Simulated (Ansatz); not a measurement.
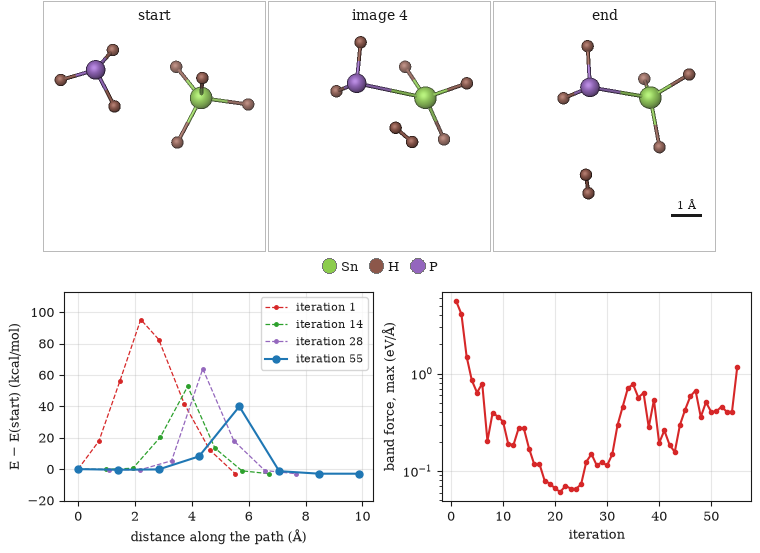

A search for the minimum-energy path of SnPH7, made up of SnH₄ and PH₃ by the nudged elastic band. Images are numbered from 0 (start) to 7 (end). The plot follows the band through its iterations. The picture is a ball-and-stick view, seen at a tilt.

Computed with RKS PBE0-D4/def2-SVP (Ansatz). Run with 6 movable images; no climbing image; force threshold 0.05 eV/Å; iteration limit 56; starting path through a guess of the saddle point.

Judge this run.

The result isn't final. The run hit its time limit after 55 iterations, unconverged. The largest component of the band force went from 5.5 to 1.2 eV/Å. The barrier read from it is provisional: over the last two iterations the highest image moved from 54.1 kcal/mol to 39.9 kcal/mol. The first iteration put the highest image at 95.3 kcal/mol. Forward barrier 39.9 kcal/mol, backward barrier 42.8 kcal/mol, with image 4 at the top; the reaction energy is −2.9 kcal/mol.

Limits of the set-up: the start holds two separate molecules, 3.1 Å apart at their closest, whose relative position is a soft coordinate.

The run took 29 min on 1 thread of AMD EPYC 7R43 64-Core Processor (Zen 3), with other jobs on the host, peak memory 0.19 GiB.
